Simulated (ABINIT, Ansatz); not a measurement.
## How the form of the self-energy moves the gap of CsPbCl3 (Pm-3m)

How much does the gap of CsPbCl3 (Pm-3m) depend on the approximation to the self-energy?

Main program and level: ABINIT 10.8.3; PBE and many-body steps on it, plane waves.

## 1. Starting point

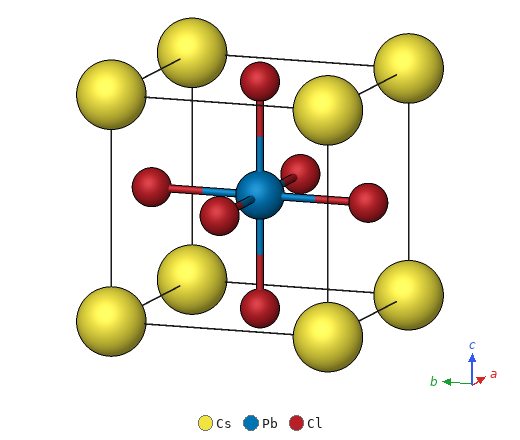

The cell as given, from a free direction (caesium yellow, lead blue, chlorine red). Some periodic images of atoms are drawn too.

Coordinates:

```cif
data_structure
_symmetry_space_group_name_H-M 'Pm-3m'
_symmetry_Int_Tables_number 221
_cell_length_a 5.6050
_cell_length_b 5.6050
_cell_length_c 5.6050
_cell_angle_alpha 90.000
_cell_angle_beta 90.000
_cell_angle_gamma 90.000
_cell_volume 176.09
loop_
_atom_site_label
_atom_site_type_symbol
_atom_site_symmetry_multiplicity
_atom_site_Wyckoff_symbol
_atom_site_fract_x
_atom_site_fract_y
_atom_site_fract_z
_atom_site_occupancy
Cs1 Cs 1 a 0.00000 0.00000 0.00000 1
Pb1 Pb 1 b 0.50000 0.50000 0.50000 1
Cl1 Cl 3 c 0.50000 0.50000 0.00000 1
```

The cell and positions come from the Crystallography Open Database and are kept as given unless a step says otherwise. Spin-orbit coupling is left out unless a step names it.

## 2. Empty states on the mesh, 2×2×2 mesh, 605 bands

This step: ABINIT 10.8.3; DFT, PBE, plane waves, norm-conserving pseudopotentials.

The sums over transitions need many empty states on a uniform mesh; this step solves for them.

Contents of run.abi:

```
acell 3*1.0 Angstrom
rprim 
  5.605000000000 0.000000000000 0.000000000000
  0.000000000000 5.605000000000 0.000000000000
  0.000000000000 0.000000000000 5.605000000000
ntypat 3
znucl 55 82 17
natom 5
typat 1 2 3 3 3
xred 
  0.000000000000 0.000000000000 0.000000000000
  0.500000000000 0.500000000000 0.500000000000
  0.500000000000 0.500000000000 0.000000000000
  0.000000000000 0.500000000000 0.500000000000
  0.500000000000 0.000000000000 0.500000000000
pp_dirpath "pseudos"
pseudos "Cs.upf, Pb.upf, Cl.upf"
ecut 32
ngkpt 2 2 2
nshiftk 1
shiftk 0 0 0
kptopt 1
chksymbreak 0
iscf -2
irdden 1
istwfk *1
nband 605
nbdbuf 54
tolwfr 1e-09
nstep 60
prtvol 0
indata_prefix "in"
outdata_prefix "out"
tmpdata_prefix "tmp"
```

Started as:

```
OMP_NUM_THREADS=1 mpirun -n 4 abinit run.abi > log
```

Numbers of over 12 decimals in the logs are rounded to 6 here.

What it wrote:

```text
.Version 10.8.3 of ABINIT. v10.8.2 released Aug 2026.

 Symmetries : space group Pm -3 m (#221); Bravais cP (primitive cubic)
[... echo of the input left out ...]
== DATASET  1 ==================================================================
-   mpi_nproc: 4, omp_nthreads: 1 (-1 if OMP is not activated)

--- !DatasetInfo
iteration_state: {dtset: 1, }
dimensions: {natom: 5, nkpt: 4, mband: 605, nsppol: 1, nspinor: 1, nspden: 1, mpw: 10280, }
cutoff_energies: {ecut:  32.0, pawecutdg:  -1.0, }
[...]
4.44309    4.45206    4.45908    4.45909    4.45909    4.46335    4.48515    4.48528
   4.48538    4.50265    4.50319    4.50784    4.51625    4.51682    4.51710    4.51966
   4.52031    4.52253    4.54218    4.54479    4.54835
 prteigrs : prtvol=0 or 1, do not print more k-points.

== END DATASET(S) ==============================================================
================================================================================

 -outvars: echo values of variables after computation  --------
            nband         605
             nkpt           4
          spgroup         221
 [... the other variables as echoed above ...]

 Calculation completed.
```

The job ended after 12 min (4 MPI ranks of Arm Neoverse V1, shared host; peak memory 0.9 GiB).

This step gave:

- gap: 1.932 eV
- k of the valence top: 0.5, 0.5, 0.5
- k of the conduction bottom: 0.5, 0.5, 0.5
- least direct gap: 1.932 eV
- k points computed: 4
- lowest point of the top converged band, above the valence top: 111.6159 eV

On this mesh the gap is 1.932 eV.

The density comes from a self-consistent run that is not shown.

## 3. Screening, 2×2×2 mesh, 240 bands, screening to 141.5 eV

The RPA dielectric matrix is built and inverted for each q.

This step: RPA screening on PBE, plane waves, norm-conserving pseudopotentials.

Edit run.abi of step 2 so:

```diff
@@ -23,10 +23,11 @@
 chksymbreak 0
-iscf -2
-irdden 1
 istwfk *1
-nband 605
-nbdbuf 54
-tolwfr 1e-09
-nstep 60
-prtvol 0
+occopt 1
+irdwfk 1
+optdriver 3
+nband 240
+ecuteps 5.2
+inclvkb 2
+awtr 1
+symchi 1
 indata_prefix "in"
```

What it wrote:

```text
.Version 10.8.3 of ABINIT. v10.8.2 released Aug 2026.

 Symmetries : space group Pm -3 m (#221); Bravais cP (primitive cubic)
[... echo of the input left out ...]
== DATASET  1 ==================================================================
-   mpi_nproc: 4, omp_nthreads: 1 (-1 if OMP is not activated)

--- !DatasetInfo
iteration_state: {dtset: 1, }
dimensions: {natom: 5, nkpt: 4, mband: 240, nsppol: 1, nspinor: 1, nspden: 1, mpw: 10280, }
cutoff_energies: {ecut:  32.0, pawecutdg:  -1.0, }
electrons: {nelect:   5.20000000E+01, charge:   0.00000000E+00, occopt:   1.00000000E+00, tsmear:   1.00000000E-02, }

 SCREENING: Calculation of the susceptibility and dielectric matrices

 Based on a program developped by R.W. Godby, V. Olevano, G. Onida, and L. Reining.
 Incorporated in ABINIT by V. Olevano, G.-M. Rignanese, and M. Torrent.
.Using double precision arithmetic ; gwpc =  8

[... cell and pseudopotentials left out ...]
--------------------------------------------------------------------------------

 ==== K-mesh for the wavefunctions ====
 Number of points in the irreducible wedge :     4
[... list of points left out ...]
 Together with 48 symmetry operations and time-reversal symmetry
 yields     8 points in the full Brillouin Zone.

 ==== Q-mesh for the screening function ====
 Number of points in the irreducible wedge :     4
[... list of points left out ...]
 Together with 48 symmetry operations and time-reversal symmetry
 yields     8 points in the full Brillouin Zone.

 setmesh: FFT mesh size selected  =    40x   40x   40
          total number of points  =        64000

 vcoul_init : cutoff-mode = AUXILIARY_FUNCTION
 q-points for optical limit:   1
     1)      0.000010    0.000020    0.000030

- screening: taking advantage of time-reversal symmetry
- Maximum band index for partially occupied states nbvw = 26
- Remaining bands to be divided among processors   nbcw = 214
- Number of bands treated by each node ~53

 Number of electrons calculated from density =   52.0000; Expected =   52.0000
 average of density, n =  0.043760
 r_s =    1.7604
 omega_plasma =   20.1788 [eV]

 calculating chi0 at frequencies [eV] :
  1    0.000000E+00    0.000000E+00
  2    0.000000E+00    2.017881E+01

--------------------------------------------------------------------------------
  q-point number  1        q = ( 0.000000, 0.000000, 0.000000) [r.l.u.]
--------------------------------------------------------------------------------
[... chi0 elements left out ...]
 For q-point:  0.000010 0.000020 0.000030
  dielectric constant =   7.2238
  dielectric constant without local fields =   8.2198

  Average fulfillment of the sum rule on Im[epsilon] for q-point    1 :     72.24  [%]
[... wings left out ...]
  q-point number  2        q = ( 0.500000, 0.000000, 0.000000) [r.l.u.]
--------------------------------------------------------------------------------
[... chi0 elements left out ...]
  Average fulfillment of the sum rule on Im[epsilon] for q-point    2 :     77.65  [%]

 [... 2 further q-points ...]
```

The job ended after 1.8 min (4 MPI ranks; peak memory 2.3 GiB).

This step gave:

| Property | Result |
| --- | --- |
| ε∞ with local fields, on this mesh, along the program's q direction | 7.224 |
| the same without local fields | 8.220 |
| plasma frequency | 20.18 eV |
| plane waves in the screening matrix | 691 |

Local fields lower ε∞ by 12 %. On a Γ-centred mesh this coarse the value itself is usually too large, while a short band sum pulls it down.

## 4. G0W0, Godby-Needs plasmon pole

The self-energy is evaluated for the states that the input lists, and the levels follow from it, in one-shot runs by the linearised quasiparticle equation.

This step: G0W0 on PBE, plane waves, norm-conserving pseudopotentials.

Edit run.abi of step 3 so:

```diff
@@ -26,8 +26,17 @@
 irdwfk 1
-optdriver 3
+optdriver 4
 nband 240
+gwcalctyp 0
+ecutsigx 32
+symsigma 1
+nkptgw 2
+kptgw 
+  0.5000000000 0.5000000000 0.5000000000
+  0.0000000000 0.0000000000 0.0000000000
+bdgw 
+  23 29
+  24 29
 ecuteps 5.2
-inclvkb 2
-awtr 1
-symchi 1
+irdscr 1
+ppmodel 1
 indata_prefix "in"
```

What it wrote:

```text
.Version 10.8.3 of ABINIT. v10.8.2 released Aug 2026.

 Symmetries : space group Pm -3 m (#221); Bravais cP (primitive cubic)
[... echo of the input left out ...]
== DATASET  1 ==================================================================
-   mpi_nproc: 4, omp_nthreads: 1 (-1 if OMP is not activated)

--- !DatasetInfo
iteration_state: {dtset: 1, }
dimensions: {natom: 5, nkpt: 4, mband: 240, nsppol: 1, nspinor: 1, nspden: 1, mpw: 10280, }
cutoff_energies: {ecut:  32.0, pawecutdg:  -1.0, }
electrons: {nelect:   5.20000000E+01, charge:   0.00000000E+00, occopt:   1.00000000E+00, tsmear:   1.00000000E-02, }

 SIGMA: Calculation of the GW corrections

 Based on a program developped by R.W. Godby, V. Olevano, G. Onida, and L. Reining.
 Incorporated in ABINIT by V. Olevano, G.-M. Rignanese, and M. Torrent.
.Using double precision arithmetic ; gwpc =  8

[... cell and pseudopotentials left out ...]
--------------------------------------------------------------------------------

 ==== K-mesh for the wavefunctions ====
 Number of points in the irreducible wedge :     4
[... list of points left out ...]
 Together with 48 symmetry operations and time-reversal symmetry
 yields     8 points in the full Brillouin Zone.

 ==== Q-mesh for screening function ====
 Number of points in the irreducible wedge :     4
[... list of points left out ...]
 Together with 48 symmetry operations and time-reversal symmetry
 yields     8 points in the full Brillouin Zone.

 vcoul_init : cutoff-mode = AUXILIARY_FUNCTION
 q-points for optical limit:   1
     1)      0.000010    0.000020    0.000030
 setmesh: FFT mesh size selected  =    54x   54x   54
          total number of points  =       157464

 Number of electrons calculated from density =   52.0000; Expected =   52.0000
 average of density, n =  0.043760
 r_s =    1.7604
 omega_plasma =   20.1788 [eV]

 === KS Band Gaps ===
  >>>> For spin  1
   Minimum direct gap =   1.9318 [eV], located at k-point      :   0.5000  0.5000  0.5000
   Fundamental gap    =   1.9318 [eV], Top of valence bands at :   0.5000  0.5000  0.5000
                                       Bottom of conduction at :   0.5000  0.5000  0.5000
 SIGMA fundamental parameters:
 PLASMON POLE MODEL  1
 number of plane-waves for SigmaX                10251
 number of plane-waves for SigmaC and W            691
 number of plane-waves for wavefunctions         10251
 number of bands                                   240
 number of independent spin polarizations            1
 number of spinorial components                      1
 number of k-points in IBZ                           4
 number of q-points in IBZ                           4
 number of symmetry operations                      48
 number of k-points in BZ                            8
 number of q-points in BZ                            8
 number of frequencies for dSigma/dE                 9
 frequency step for dSigma/dE [eV]                0.25
 number of omega for Sigma on real axis              0
 max omega for Sigma on real axis  [eV]           0.00
 zcut for avoiding poles [eV]                     0.10

 EPSILON^-1 parameters (SCR file):
 dimension of the eps^-1 matrix on file            691
 dimension of the eps^-1 matrix used               691
 number of plane-waves for wavefunctions         10251
 number of bands                                   240
 number of q-points in IBZ                           4
 number of frequencies                               2
 number of real frequencies                          1
 number of imag frequencies                          1

 matrix elements of self-energy operator (all in [eV])

 Perturbative Calculation

--- !SelfEnergy_ee
iteration_state: {dtset: 1, }
kpoint     : [   0.500,    0.500,    0.500, ]
spin       : 1
KS_gap     :    1.932
QP_gap     :    3.212
Delta_QP_KS:    1.280
data: !SigmaeeData |
     Band     E0 <VxcDFT>   SigX SigC(E0)      Z dSigC/dE  Sig(E)    E-E0       E
       23   0.573 -14.257 -18.504   2.908   0.772  -0.296 -15.290  -1.033  -0.460
       24   0.573 -14.257 -18.504   2.908   0.772  -0.296 -15.290  -1.033  -0.460
       25   0.573 -14.257 -18.504   2.908   0.772  -0.296 -15.290  -1.033  -0.460
       26   2.787 -15.725 -17.975   1.562   0.792  -0.263 -16.270  -0.545   2.243
       27   4.719 -10.379  -6.296  -3.188   0.821  -0.217  -9.644   0.736   5.455
       28   4.719 -10.379  -6.296  -3.188   0.821  -0.217  -9.644   0.736   5.455
[...]
--- !SelfEnergy_ee
iteration_state: {dtset: 1, }
kpoint     : [   0.000,    0.000,    0.000, ]
spin       : 1
KS_gap     :    5.879
QP_gap     :    7.175
Delta_QP_KS:    1.296
data: !SigmaeeData |
     Band     E0 <VxcDFT>   SigX SigC(E0)      Z dSigC/dE  Sig(E)    E-E0       E
[...]
27   6.131  -6.348  -2.686  -3.347   0.843  -0.187  -6.083   0.265   6.396
       28   7.070  -6.633  -2.878  -3.243   0.843  -0.186  -6.201   0.432   7.502
       29   7.070  -6.633  -2.878  -3.243   0.843  -0.186  -6.201   0.432   7.502

== END DATASET(S) ==============================================================
================================================================================

 -outvars: echo values of variables after computation  --------
           etotal      0.0000000000E+00
            nband         240
             nkpt           4
          spgroup         221
 [... the other variables as echoed above ...]

 Calculation completed.
```

Elapsed: 74 s, on 4 MPI ranks; peak memory 2.2 GiB; 4.9 min of CPU time.

Numbers from this step:

| Item | Value |
| --- | --- |
| G0W0 gap on the points computed | 3.212 eV |
| starting gap on the mesh | 1.932 eV |
| k of the valence top | 0.5, 0.5, 0.5 |
| k of the conduction bottom | 0.5, 0.5, 0.5 |
| Z at the valence top | 0.792 |
| Z at the conduction bottom | 0.821 |
| least direct G0W0 gap on the computed points | 3.212 eV |

The gap on the mesh goes from 1.93 eV to 3.21 eV, a correction of +1.28 eV.

## 5. G0W0, Hybertsen-Louie plasmon pole

Edit run.abi of step 4 so:

```diff
@@ -40,3 +40,3 @@
 irdscr 1
-ppmodel 1
+ppmodel 2
 indata_prefix "in"
```

What it wrote:

```text
.Version 10.8.3 of ABINIT. v10.8.2 released Aug 2026.

 Symmetries : space group Pm -3 m (#221); Bravais cP (primitive cubic)
[... echo of the input left out ...]
== DATASET  1 ==================================================================
-   mpi_nproc: 4, omp_nthreads: 1 (-1 if OMP is not activated)

--- !DatasetInfo
iteration_state: {dtset: 1, }
dimensions: {natom: 5, nkpt: 4, mband: 240, nsppol: 1, nspinor: 1, nspden: 1, mpw: 10280, }
cutoff_energies: {ecut:  32.0, pawecutdg:  -1.0, }
electrons: {nelect:   5.20000000E+01, charge:   0.00000000E+00, occopt:   1.00000000E+00, tsmear:   1.00000000E-02, }

 SIGMA: Calculation of the GW corrections

 Based on a program developped by R.W. Godby, V. Olevano, G. Onida, and L. Reining.
 Incorporated in ABINIT by V. Olevano, G.-M. Rignanese, and M. Torrent.
.Using double precision arithmetic ; gwpc =  8

[... cell and pseudopotentials left out ...]
--------------------------------------------------------------------------------

 ==== K-mesh for the wavefunctions ====
 Number of points in the irreducible wedge :     4
[... list of points left out ...]
 Together with 48 symmetry operations and time-reversal symmetry
 yields     8 points in the full Brillouin Zone.

 ==== Q-mesh for screening function ====
 Number of points in the irreducible wedge :     4
[... list of points left out ...]
 Together with 48 symmetry operations and time-reversal symmetry
 yields     8 points in the full Brillouin Zone.

 vcoul_init : cutoff-mode = AUXILIARY_FUNCTION
 q-points for optical limit:   1
     1)      0.000010    0.000020    0.000030
 setmesh: FFT mesh size selected  =    54x   54x   54
          total number of points  =       157464

 Number of electrons calculated from density =   52.0000; Expected =   52.0000
[...]
number of omega for Sigma on real axis              0
 max omega for Sigma on real axis  [eV]           0.00
 zcut for avoiding poles [eV]                     0.10

 EPSILON^-1 parameters (SCR file):
 dimension of the eps^-1 matrix on file            691
 dimension of the eps^-1 matrix used               691
 number of plane-waves for wavefunctions         10251
 number of bands                                   240
 number of q-points in IBZ                           4
 number of frequencies                               2
 number of real frequencies                          1
 number of imag frequencies                          1

 matrix elements of self-energy operator (all in [eV])

 Perturbative Calculation

--- !SelfEnergy_ee
iteration_state: {dtset: 1, }
kpoint     : [   0.500,    0.500,    0.500, ]
spin       : 1
KS_gap     :    1.932
QP_gap     :    3.243
Delta_QP_KS:    1.311
data: !SigmaeeData |
     Band     E0 <VxcDFT>   SigX SigC(E0)      Z dSigC/dE  Sig(E)    E-E0       E
       23   0.573 -14.257 -18.504   2.776   0.799  -0.251 -15.432  -1.176  -0.603
       24   0.573 -14.257 -18.504   2.776   0.799  -0.251 -15.432  -1.176  -0.603
       25   0.573 -14.257 -18.504   2.776   0.799  -0.251 -15.432  -1.176  -0.603
[...]
--- !SelfEnergy_ee
iteration_state: {dtset: 1, }
kpoint     : [   0.000,    0.000,    0.000, ]
spin       : 1
KS_gap     :    5.879
QP_gap     :    7.047
Delta_QP_KS:    1.168
data: !SigmaeeData |
     Band     E0 <VxcDFT>   SigX SigC(E0)      Z dSigC/dE  Sig(E)    E-E0       E
[...]
28   7.070  -6.633  -2.878  -3.596   0.880  -0.137  -6.493   0.140   7.210
       29   7.070  -6.633  -2.878  -3.596   0.880  -0.137  -6.493   0.140   7.210

== END DATASET(S) ==============================================================
================================================================================

 -outvars: echo values of variables after computation  --------
           etotal      0.0000000000E+00
            nband         240
             nkpt           4
          spgroup         221
 [... the other variables as echoed above ...]

 Calculation completed.
```

The job ended after 71 s (4 MPI ranks; peak memory 2.1 GiB).

Numbers from this step:

| Property | Result |
| --- | --- |
| G0W0 gap on the points computed | 3.243 eV |
| starting gap on the mesh | 1.932 eV |
| k of the valence top | 0.5, 0.5, 0.5 |
| k of the conduction bottom | 0.5, 0.5, 0.5 |
| Z at the valence top | 0.83 |
| Z at the conduction bottom | 0.864 |
| least direct G0W0 gap on the computed points | 3.243 eV |

Against G0W0 in ABINIT (2×2×2 mesh, 240 bands, screening to 141.5 eV, Godby-Needs plasmon pole), the gap moves by +0.031 eV.

[end of part 1 of 2]

[Paths, hosts, dates, memory and timing lines, banners, echoed tables and standing remarks are left out of the program output.]

[Logs are printed without paths, hosts, clocks, repeated set-up lines and the standing remarks that a program may print on its own settings, such as how far it seeks lower states.]

[Runs of the session that timed out or met a known fault of the program may be left out.]

[Hosts, paths, dates, database ids (printed as entryN), source tags and the programs' standing remarks are cut or masked in the printed files.]

[G0W0 gaps are taken among the corrected bands and points alone; a level outside them can change the order at an edge.]

[Where Ansatz stands beside ABINIT at settings called matched, ABINIT's density can come from a denser mesh and the files from another edition; pairs whose starting gaps differed by over 0.03 eV were left out, so agreement reads better than it is.]
